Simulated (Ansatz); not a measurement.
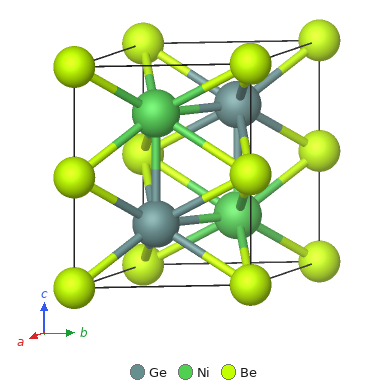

The crystal in a ball-and-stick representation, seen slightly off an axis. The lines enclose the simulation cell; boundary atoms appear with their images.

```
CELL_PARAMETERS angstrom
3.98685 0.00000 0.00000
-1.99343 3.45272 0.00000
0.00000 0.00000 5.01279
ATOMIC_POSITIONS crystal
Ge 0.33330 0.66670 0.75000
Ge 0.66660 0.33330 0.25000
Ni 0.33330 0.66670 0.25000
Ni 0.66660 0.33330 0.75000
Be 0.00000 0.00000 0.00000
Be 0.00000 0.00000 0.50000
```

Results below were computed with DFT, PAW plane waves, PBE in Ansatz 0.2.0; the settings were plane-wave cutoff 420 eV, 10×10×7 k-mesh, Fermi-Dirac smearing of 0.14 eV, no spin polarisation (a spin-restricted run, not always the ground state).

**What charge does Bader's analysis assign to each element?**

Be +1.26 e; Ni -0.71 e; Ge -0.55 e.

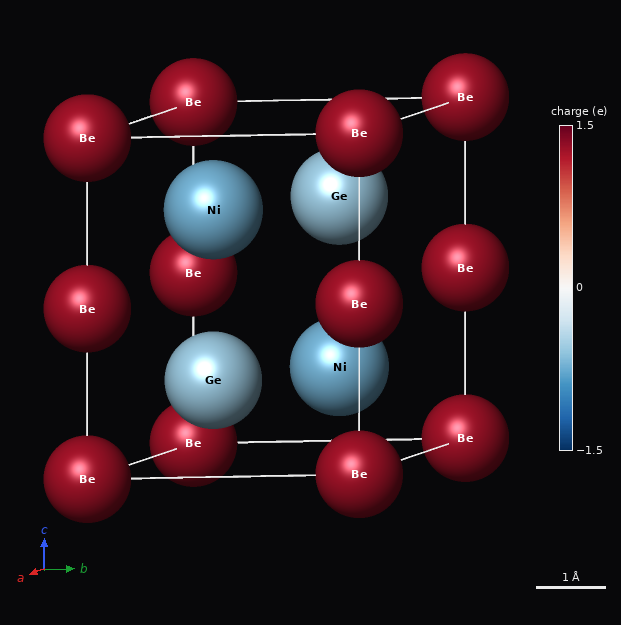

The atoms coloured by those charges.

The geometry is that of a generated cell, made by putting these elements into a known structure type (the compound may or may not exist in this form), without relaxation. It was run through Ansatz as a DFT input.

At this level of theory the cell isn't at rest (compressed, at 5 GPa), so its distances can differ from those at equilibrium, the more so the softer the solid.
